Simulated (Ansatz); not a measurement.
```yaml
atoms:
  - { symbol: C, position_ang: [-0.6960, 0.3907, -1.0747] }
  - { symbol: N, position_ang: [0.5486, 0.6636, -1.1316] }
  - { symbol: C, position_ang: [1.1325, 0.1538, 0.1216] }
  - { symbol: Ge, position_ang: [-0.6710, -0.4829, 0.6889] }
  - { symbol: H, position_ang: [-1.3755, 0.6599, -1.8836] }
  - { symbol: H, position_ang: [1.8936, -0.6036, -0.0748] }
  - { symbol: H, position_ang: [1.5870, 0.9579, 0.7032] }
  - { symbol: H, position_ang: [-0.9483, -1.9977, 0.7666] }
  - { symbol: H, position_ang: [-1.3823, 0.2119, 1.8674] }
```

Geometry: PBE0-D4/def2-TZVP.

Method: RKS PBE0-D4/def2-TZVPP (Ansatz).

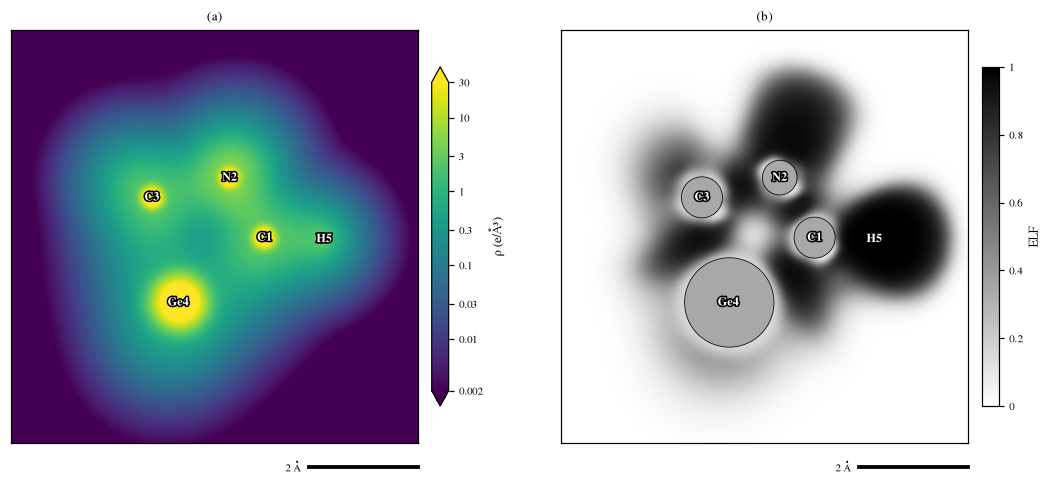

C₂H₅GeN (SMILES [CH]1=N[CH2][GeH2]1). (a) total electron density; (b) electron localisation function on the plane of atoms Ge4, C1 and H5. Grey discs cover the atomic cores in the ELF map.

Interpret the plot.

Answer.
- The plane passes through C, N, Ge and H nuclei.
- C–N (1.28 Å): the density is about 2.9 e/Å³ at the midpoint; the ELF peaks at about 0.90 between the atoms (a covalent bond).
- C–Ge (1.97 Å): ρ at the midpoint is about 0.82 e/Å³; the ELF peaks at about 0.90 in the valence shell of C, 0.7 Å from its nucleus, and is about 0.65 at the midpoint.
- C–H (1.09 Å): ρ is about 2.1 e/Å³ halfway; the ELF climbs to about 1 towards the hydrogen, as it does in any bond to H; a covalent bond by its length.
- C–N (1.47 Å): ρ is about 1.9 e/Å³ halfway; the ELF peaks at about 0.95 between the atoms; localised, covalent bonding.
- The ELF also peaks beside N2, away from the bonds: lone-pair regions.
